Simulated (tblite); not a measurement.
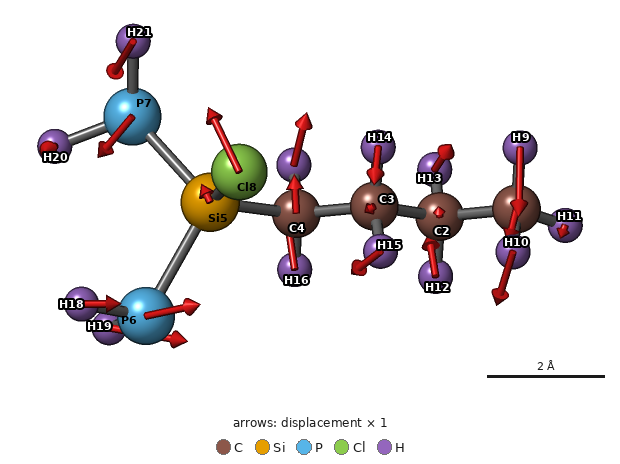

This is a relaxation of C4H13ClP2Si. The starting structure is drawn; red arrows show the displacements, at their true length. The two geometries are superimposed by the best rigid fit.

A ball-and-stick model, seen face on.

Method: GFN2-xTB geometry optimisation, gas phase in tblite. 

Q: What did the optimiser do to the structure, and how much energy did it gain?

A: An H atom moves most after the best rigid fit: 1.58 Å. Largest moves by element: H 1.58 Å, Cl 1.33 Å, P 1.18 Å, C 0.69 Å, Si 0.37 Å. Among the contacts that change: P–Si 2.188 → 2.278 Å, H–P 1.468 → 1.386 Å, H–P 1.442 → 1.385 Å, C–Si 1.862 → 1.915 Å. Bond angles that change, for instance: H–P–H 113.5° → 92.3°, Si–P–H 113.2° → 94.1°, H–P–H 105.7° → 92.2°. Groups turn about C–Si by about 70°. Over 205 geometry steps the energy falls by 148.9 kJ/mol.
